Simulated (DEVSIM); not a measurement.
Device: illuminated Si p-on-n cell, one wavelength, at 350 K.

| layer (left to right) | material | thickness (μm) | Nd (cm⁻³) | Na (cm⁻³) | τn (s) | τp (s) | absorption coefficient (cm⁻¹) |
|---|---|---|---|---|---|---|---|
| 1 | Si | 0.140 | - | 2.8e17 | 1.3e-5 | 2.1e-6 | 2000 |
| 2 | Si | 30.0 | 1.9e15 | - | 3.6e-5 | 3.6e-5 | 2000 |

Left contact: ohmic, minority electron recombination velocity 6e6 cm/s. Right contact: ohmic, minority hole recombination velocity 9000 cm/s. Voltage is applied to the left contact. Recombination: SRH at mid-gap, radiative, Auger. Light enters at the left, 5.5e17 photons cm⁻² s⁻¹, one pass, no reflection. Mobility is μmin + (μ − μmin)/(1 + (N/Nref)^α).

The device is made up for the run: typed textbook-type constants, with dimensions and the other settings drawn at random. Values at 300 K; Nc and Nv go as T^1.5, mobilities as T to minus their exponent, the gap by Varshni's rule with the affinity fixed.

```
parameter               Si
----------------  --------
gap (eV)             1.124
affinity (eV)         4.05
permittivity          11.7
Nc (cm⁻³)          2.86e19
Nv (cm⁻³)           3.1e19
μn (cm²/Vs)           1417
μp (cm²/Vs)            470
μn,min                  52
μp,min                  45
Nref,n              9.7e16
Nref,p              2.2e17
αn                    0.68
αp                    0.72
T exponent of μn       2.3
T exponent of μp       2.2
B (cm³/s)          4.7e-15
Cn (cm⁶/s)         2.8e-31
Cp (cm⁶/s)         9.9e-32
Varshni α (eV/K)  0.000473
Varshni β (K)          636
```

DEVSIM, 1D drift-diffusion, Boltzmann statistics, complete ionisation; no tunnelling, impact ionisation, image-force lowering or self-heating.

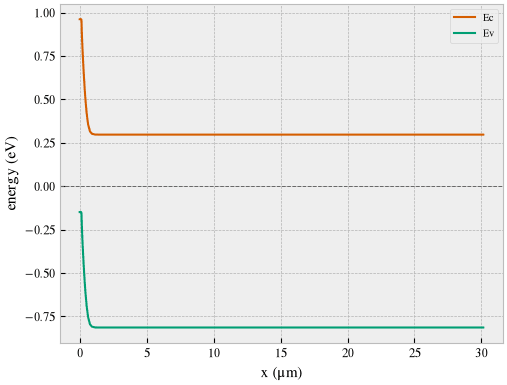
Fig. 1. Band edges at zero bias, in the dark

Energies count from the Fermi level of the right contact; mesh points crowd at the junctions.

```csv
x (μm),Ec (eV),Ev (eV),n (cm⁻³),p (cm⁻³),field (V/cm)
0.000,0.962,-0.149,510000,2.8e17,≈ 0
0.02118,0.962,-0.149,510000,2.8e17,≈ 0
0.05437,0.962,-0.149,510000,2.8e17,≈ 0
0.09917,0.961,-0.149,520000,2.8e17,-400
0.1348,0.941,-0.170,1000000,1.4e17,-22000
0.1552,0.885,-0.226,6600000,2.2e16,-23000
0.1943,0.809,-0.302,8.1e7,1.8e15,-17000
0.3161,0.625,-0.486,3.6e10,4.0e12,-13000
0.5161,0.419,-0.692,3.3e13,4.3e9,-7400
0.9160,0.302,-0.809,1.6e15,8.7e7,-430
1.782,0.297,-0.814,1.9e15,7.5e7,≈ 0
4.370,0.297,-0.814,1.9e15,7.5e7,≈ 0
8.622,0.297,-0.814,1.9e15,7.5e7,≈ 0
16.87,0.297,-0.814,1.9e15,7.5e7,≈ 0
24.96,0.297,-0.814,1.9e15,7.5e7,≈ 0
27.56,0.297,-0.814,1.9e15,7.5e7,≈ 0
28.86,0.297,-0.814,1.9e15,7.5e7,≈ 0
29.54,0.297,-0.814,1.9e15,7.5e7,≈ 0
29.92,0.297,-0.814,1.9e15,7.5e7,≈ 0
30.04,0.297,-0.814,1.9e15,7.5e7,≈ 0
30.10,0.297,-0.814,1.9e15,7.5e7,≈ 0
30.14,0.297,-0.814,1.9e15,7.5e7,≈ 0
```
